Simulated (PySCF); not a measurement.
# [Nd(NH3)2]3+: forces at shaken geometries

Aim: move all atoms of relaxed [Nd(NH3)2]3+ at random and read energies and forces. It is a constructed species; whether it can be made isn't addressed.

Computed with PySCF 2.14.0. Level: PBE0, Nd lcecp-1-SVP with ECP49, N def2-SVP, H def2-SVP; scalar-relativistic core potentials, no spin–orbit coupling.

2 further runs of the same task are left out: 2 for a known fault of the program.

**1. The starting structure**

9 atoms, charge 3, spin multiplicity 1.

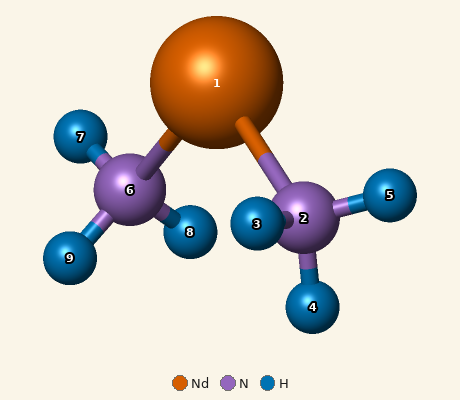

The geometry (neodymium orange, nitrogen purple, hydrogen blue); atoms are numbered from 1 in the order of the file.

Coordinates:

```xyz
9

Nd    0.8951   -0.7432    0.0002
N    -0.1474    0.1240    2.0214
H     0.4301    0.7947    2.5694
H    -1.0424    0.6391    1.9019
H    -0.3910   -0.5948    2.7341
N    -0.1449    0.1254   -2.0222
H     0.3587   -0.1036   -2.9038
H    -1.1102   -0.2090   -2.2205
H    -0.2457    1.1592   -2.0804
```

Formal oxidation states: Nd +3. Each metal's 3 4f electrons lie in its core potential, so multiplicities, spins and levels count the valence alone. An earlier session relaxed this geometry at PBE0, Nd lcecp-1-SVP with ECP49, N def2-SVP, H def2-SVP (singlet, point group C1).

Its energy there is -145.681031 Eh.

**2. Atoms moved at random, σ = 0.06 Å**

Contents of run.py (the lines that set the calculation):

```python
mol = gto.M(atom='''
Nd     0.84322    -0.76684    -0.03806
N     -0.12803     0.12525     1.99546
H      0.46526     0.78058     2.64816
H     -1.00710     0.70536     1.93011
H     -0.33303    -0.56587     2.72766
N     -0.15085     0.13414    -1.94929
H      0.29804    -0.11918    -2.92875
H     -1.14175    -0.19978    -2.26137
H     -0.24339     1.09817    -2.12392''',
    basis={'Nd': 'lcecp-1-SVP', 'N': 'def2-SVP', 'H': 'def2-SVP'},
    ecp={'Nd': 'lcecp-1-SVP'},
    charge=3, spin=0)
mf = dft.RKS(mol, xc='PBE0')
mf.grids.atom_grid = (50, 194)  # f atoms: unpruned, at least (60, 302)
mf = mf.density_fit()  # fitting sets: Nd AutoAux, N def2-universal-JKFIT, H def2-universal-JKFIT
mf.conv_tol = 1e-08; mf.max_cycle = 55
mf.kernel(dm0)  # dm0: the density of the relaxed state
```

The run is started by

```console
$ OMP_NUM_THREADS=2 python run.py
```

**3. Atoms moved at random, σ = 0.1 Å**

Contents of run.py (the lines that set the calculation):

```python
mol = gto.M(atom='''
Nd     0.78373    -0.77232    -0.18822
N     -0.19075     0.13914     2.27646
H      0.42122     0.78916     2.48049
H     -0.89997     0.63138     1.85941
H     -0.33022    -0.56915     2.76758
N     -0.18310     0.17599    -1.90286
H      0.39659    -0.23471    -2.85697
H     -1.19109    -0.21318    -2.29076
H     -0.20406     1.24551    -2.14513''',
    basis={'Nd': 'lcecp-1-SVP', 'N': 'def2-SVP', 'H': 'def2-SVP'},
    ecp={'Nd': 'lcecp-1-SVP'},
    charge=3, spin=0)
mf = dft.RKS(mol, xc='PBE0')
mf.grids.atom_grid = (50, 194)  # f atoms: unpruned, at least (60, 302)
mf = mf.density_fit()  # fitting sets: Nd AutoAux, N def2-universal-JKFIT, H def2-universal-JKFIT
mf.conv_tol = 1e-08; mf.max_cycle = 55
mf.kernel(dm0)  # dm0: the density of the relaxed state
```

**4. Atoms moved at random, σ = 0.06 Å**

Contents of run.py (the lines that set the calculation):

```python
mol = gto.M(atom='''
Nd     0.82224    -0.68238    -0.03623
N     -0.06006     0.12902     1.95281
H      0.38084     0.78230     2.59340
H     -1.06959     0.59890     1.82383
H     -0.44198    -0.63731     2.71223
N     -0.15743     0.08776    -1.96779
H      0.45108    -0.02225    -2.86499
H     -1.11485    -0.17747    -2.16881
H     -0.20788     1.11325    -2.04446''',
    basis={'Nd': 'lcecp-1-SVP', 'N': 'def2-SVP', 'H': 'def2-SVP'},
    ecp={'Nd': 'lcecp-1-SVP'},
    charge=3, spin=0)
mf = dft.RKS(mol, xc='PBE0')
mf.grids.atom_grid = (50, 194)  # f atoms: unpruned, at least (60, 302)
mf = mf.density_fit()  # fitting sets: Nd AutoAux, N def2-universal-JKFIT, H def2-universal-JKFIT
mf.conv_tol = 1e-08; mf.max_cycle = 55
mf.kernel(dm0)  # dm0: the density of the relaxed state
```

What does the calculation give? Wanted: for each run, σ; energy rise; harmonic estimate −½ F·u; largest force component.

As calculated:

| σ (Å) | energy rise (eV) | harmonic estimate −½ F·u (eV) | largest force component (eV/Å) |
| --- | --- | --- | --- |
| 0.06 | 0.411 | 0.405 | 3.49 |
| 0.1 | 2.942 | 2.739 | 10.21 |
| 0.06 | 0.637 | 0.623 | 4.79 |

Every displacement raises the energy. For a harmonic well the rise equals −½ F·u; the two differ by at most 7 % here (a move with σ = 0.1 Å), from anharmonicity, the grid and the small forces left at the relaxed point. These are double-zeta-type bases without diffuse functions. Spin–orbit coupling is left out.
